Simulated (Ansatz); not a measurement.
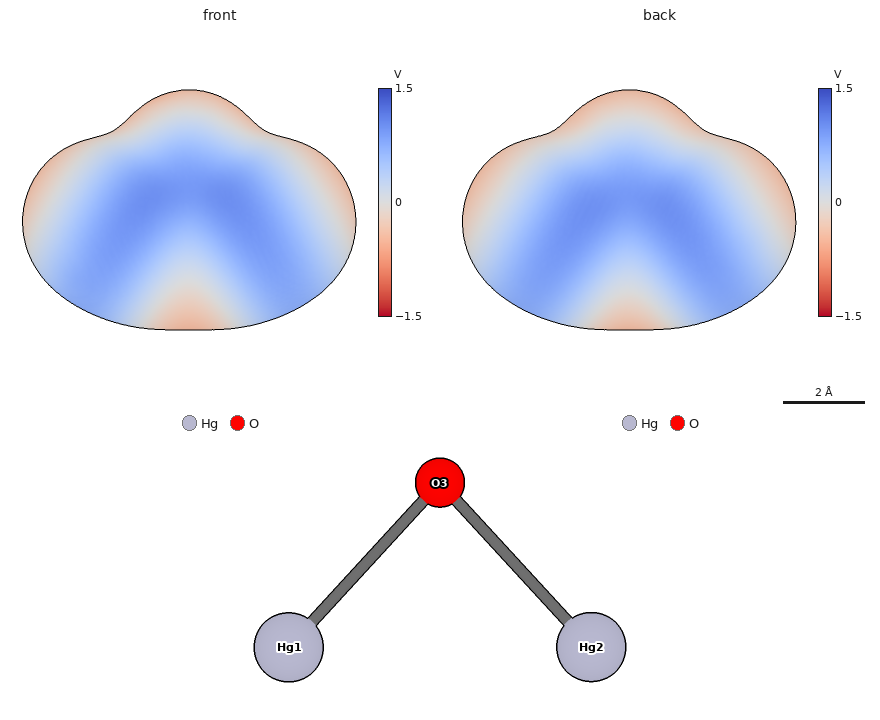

Hg$_{2}$O (quintet). The electrostatic potential painted on the density surface at 0.001 e/bohr³, seen from the front and from behind; red is negative and blue positive. The bare structure is drawn below in the same view.

Geometry: PBE-D4/def2-TZVP; core potentials replace the inner electrons of Hg.

Theory: UKS PBE0-D4/def2-TZVP (Ansatz).

### Where is the surface potential most negative and most positive?

The most negative region (about −0.4 V, or −9 kcal/mol for a unit charge) lies over O3, the most positive (about +1.0 V, or +23 kcal/mol for a unit charge) over Hg1 and Hg2.
